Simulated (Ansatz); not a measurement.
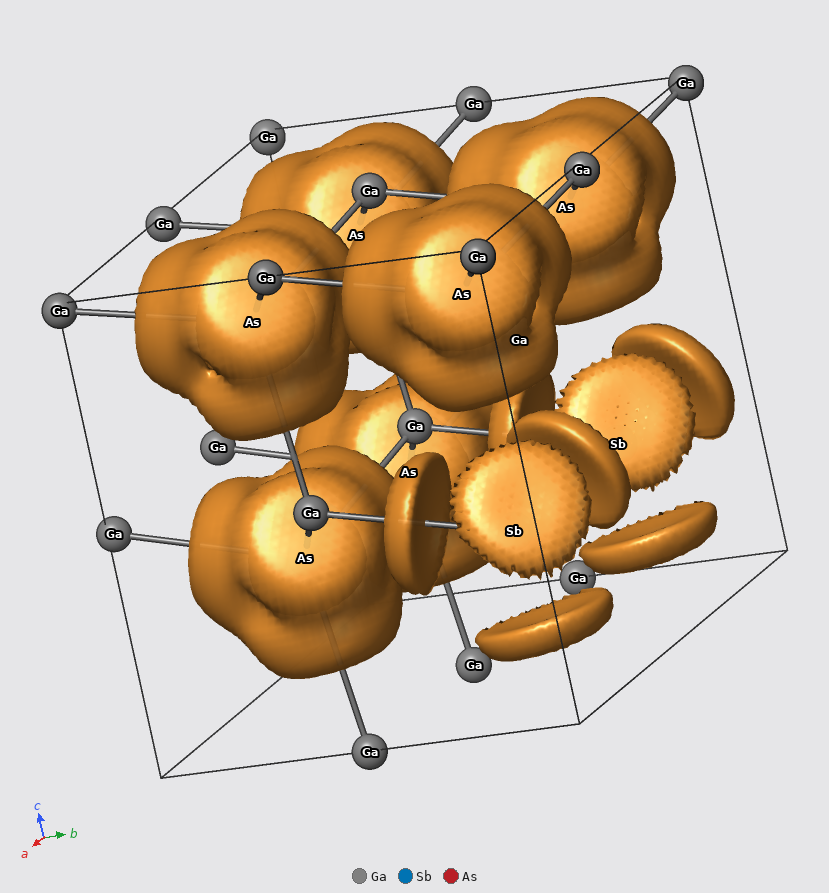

*Ga$_{4}$SbAs$_{3}$. Isosurface of the electron localisation function at 0.6 (orange), seen slightly off an axis. Core shells and regions of very low density are left out. Sticks mark near contacts.*

Space group Amm2; a generated structure, not necessarily the stable one.

Method: DFT r2SCAN, scalar-relativistic, plane waves, PAW in Ansatz 0.2.0.

In a PAW calculation such maps are meaningful between the atoms, not at the nuclei.

**Describe the localisation domains.**

The surface consists of eight regions between bonded Ga–Sb atoms (shared pairs) and six regions on As in which the atom's valence shell and bonds are merged, counted in one cell of 16 atoms. Regions shared between cells count once.

Values along the shortest contacts:
Ga–As (2.44 Å): the ELF peaks at about 0.80 between the atoms; a covalent bond. Ga–Sb (2.57 Å): the ELF peaks at about 0.70 between the atoms.
